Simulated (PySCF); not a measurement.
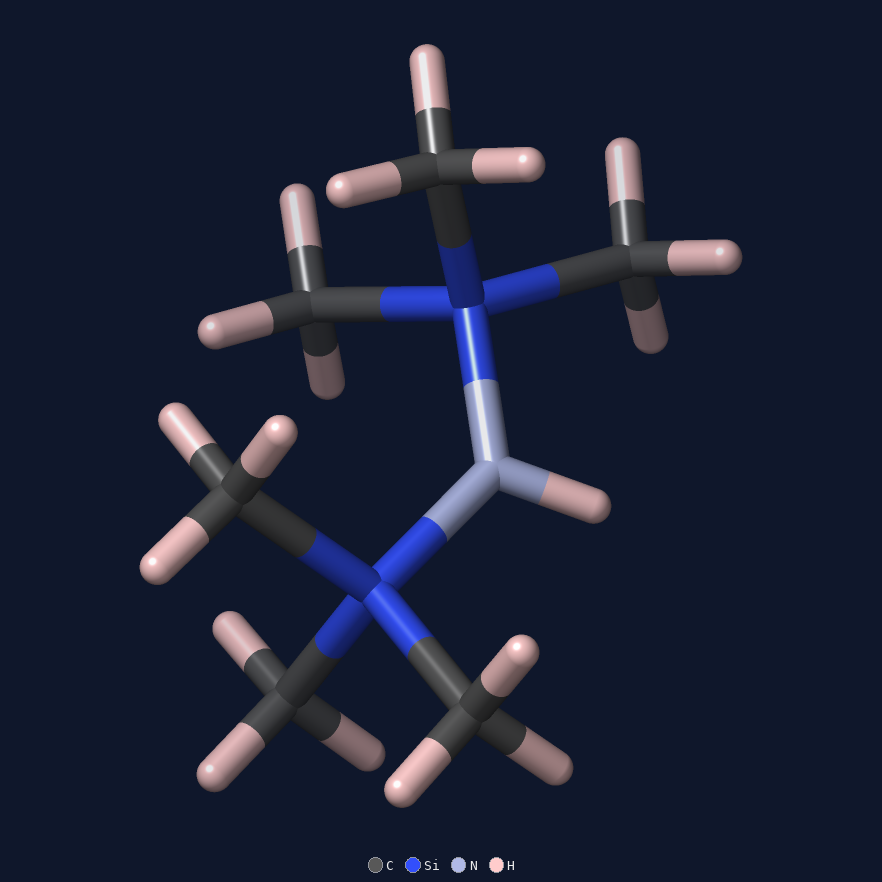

The geometry was computed by an optimisation with PBE0-D3(BJ)/def2-SVP. No frequency run is at hand to confirm it as a minimum.

Draw it as a skeletal formula.

SMILES: C[Si](C)(C)N[Si](C)(C)C

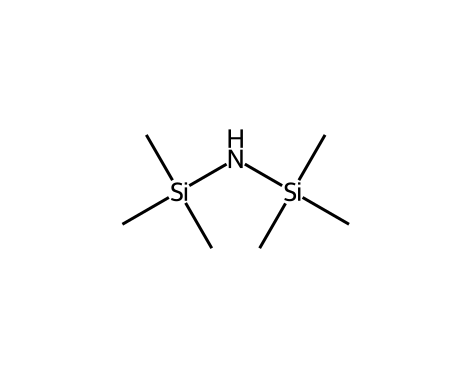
